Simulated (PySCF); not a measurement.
```xyz
2

O     0.0000    0.0000   -0.7237
F     0.0000    0.0000    0.6093
```

The calculation used PBE0/def2-TZVP, non-relativistic Hamiltonian with scalar-relativistic core potentials where named, at a bond length of 1.333 Å (PySCF 2.14.0).

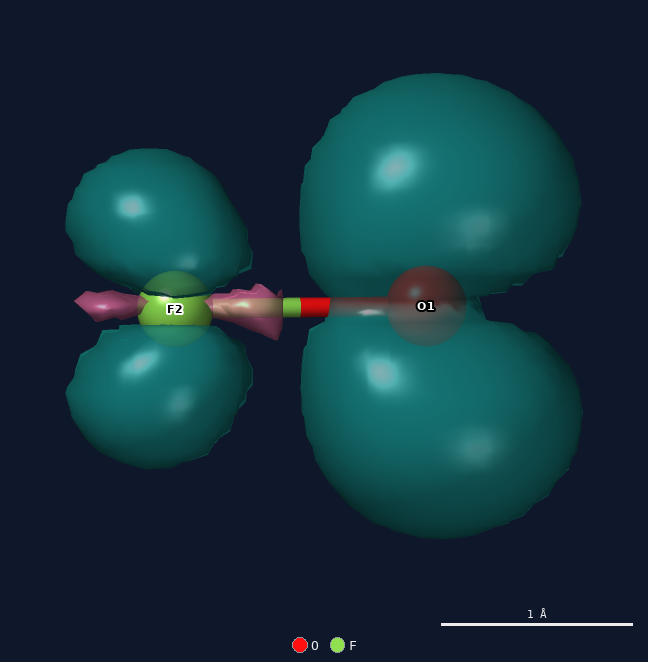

OF (doublet). Isosurfaces of the spin density (α minus β) at +0.03 (teal) and −0.03 e/Å³ (pink), seen from one side.

> Describe the spin distribution.

The unpaired spin (1 electron) lies mostly on O1 (about 0.8) and F2 (about 0.2), in electrons by Hirshfeld's partition.
